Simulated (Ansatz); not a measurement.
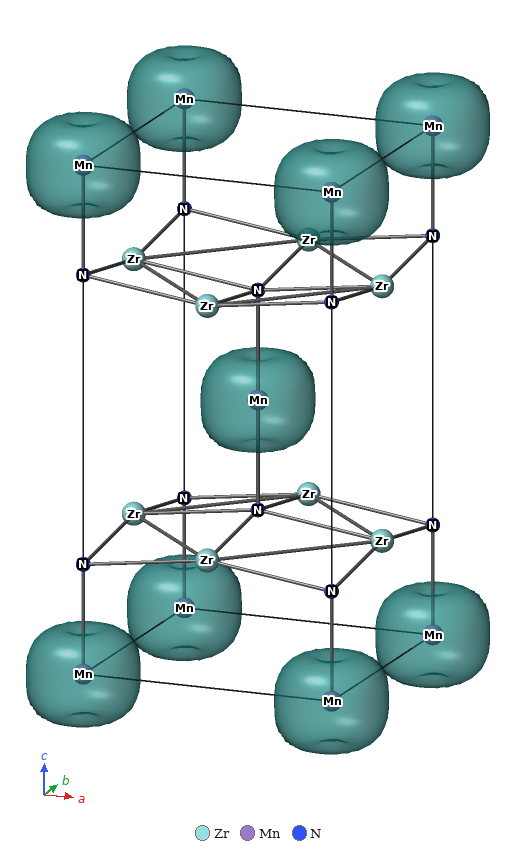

*Zr2MnN2. Isosurfaces of the spin density at +0.15 (teal) and −0.15 e/Å³ (pink), seen slightly off an axis. Sticks mark near contacts.*

Space group I4/mmm; a generated structure, not necessarily the stable one; changed on purpose from its base cell (volume × 1.06, shape and atoms relaxed); spin-polarised.

All numbers below come from DFT PBE, scalar-relativistic, plane waves, PAW (Ansatz 0.2.0).

The density is the valence pseudo-density of a PAW calculation; it isn't the true density close to the nuclei.

> Describe the spin distribution.

The spin density sits on Mn: +2.6 μB (×2) in one cell of 10 atoms: parallel moments, as they must be, since the calculation's own cell holds one magnetic site. The cell of the calculation (5 atoms) carries 3.1 μB of net spin moment. Only one sign reaches the isovalue.
